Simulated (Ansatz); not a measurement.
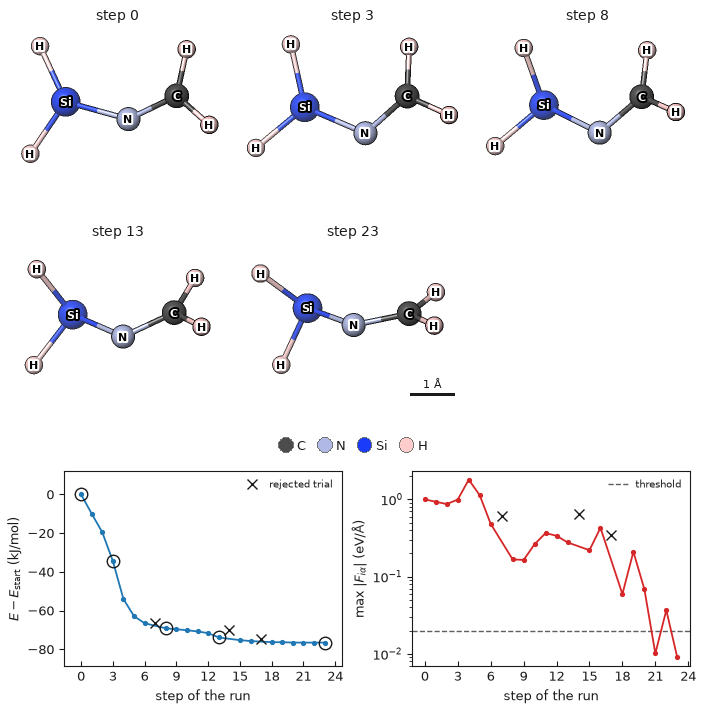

Frames of a relaxation of CH$_{4}$NSi (multiplicity 2), marked on the history of the run. The picture is a ball-and-stick view, seen at a tilt.

The run prepares an end point of a later path (hydrogen shift) calculation, from a guessed geometry.

Level of theory: UKS PBE0-D4/STO-3G in Ansatz. Settings: collinear spin; force threshold 0.02 eV/Å; at most 50 steps.

What happens along the run?

Answer. After 20 accepted moves (23 points after the start) the energy has fallen by 76.5 kJ/mol. Largest force component: 1 eV/Å at the start, 0.009 eV/Å at the end. The line search rejected the trial steps at points 7, 14, 17 of the run. The forces were under the threshold at step 21, but the run went on from there. The atom that moves furthest after the best rigid fit is an H atom (1.04 Å). Largest moves by element: H 1.04 Å, N 0.49 Å, Si 0.42 Å, C 0.07 Å. Among the contacts that change: N–Si 1.642 → 1.802 Å, C–H 1.080 → 1.107 Å, H–Si 1.446 → 1.457 Å, C–N 1.298 → 1.290 Å. Bond angles that change, for instance: N–Si–H 133.0° → 102.7°, C–N–Si 141.7° → 124.1°, H–Si–H 116.4° → 105.6°. From step 0 to 3: an H atom moves most (0.43 Å), energy −34.4 kJ/mol. From step 3 to 8: an H atom moves most (0.32 Å), energy −34.7 kJ/mol. From step 8 to 13: an H atom moves most (0.56 Å), energy −4.72 kJ/mol. From step 13 to 23: an H atom moves most (0.36 Å), energy −2.67 kJ/mol.

| step | E − E(0), kJ/mol | largest force component, eV/Å | note |
| --- | --- | --- | --- |
| 0 | 0.00 | 1.0012 |  |
| 1 | -9.92 | 0.9333 |  |
| 2 | -19.51 | 0.8714 |  |
| 3 | -34.38 | 0.9979 |  |
| 4 | -54.02 | 1.8050 |  |
| 5 | -62.86 | 1.1330 |  |
| 6 | -66.51 | 0.4829 |  |
| 7 | -66.38 | 0.6040 | rejected |
| 8 | -69.13 | 0.1674 |  |
| 9 | -69.61 | 0.1649 |  |
| 10 | -70.12 | 0.2631 |  |
| 11 | -70.73 | 0.3671 |  |
| 12 | -71.63 | 0.3387 |  |
| 13 | -73.85 | 0.2779 |  |
| 14 | -70.19 | 0.6483 | rejected |
| 15 | -75.24 | 0.2203 |  |
| 16 | -75.71 | 0.4295 |  |
| 17 | -74.62 | 0.3488 | rejected |
| 18 | -76.28 | 0.0596 |  |
| 19 | -76.31 | 0.2102 |  |
| 20 | -76.48 | 0.0692 |  |
| 21 | -76.51 | 0.0101 |  |
| 22 | -76.52 | 0.0369 |  |
| 23 | -76.52 | 0.0090 |  |

Limits of the set-up: STO-3G is a minimal basis, so the numbers are rough.
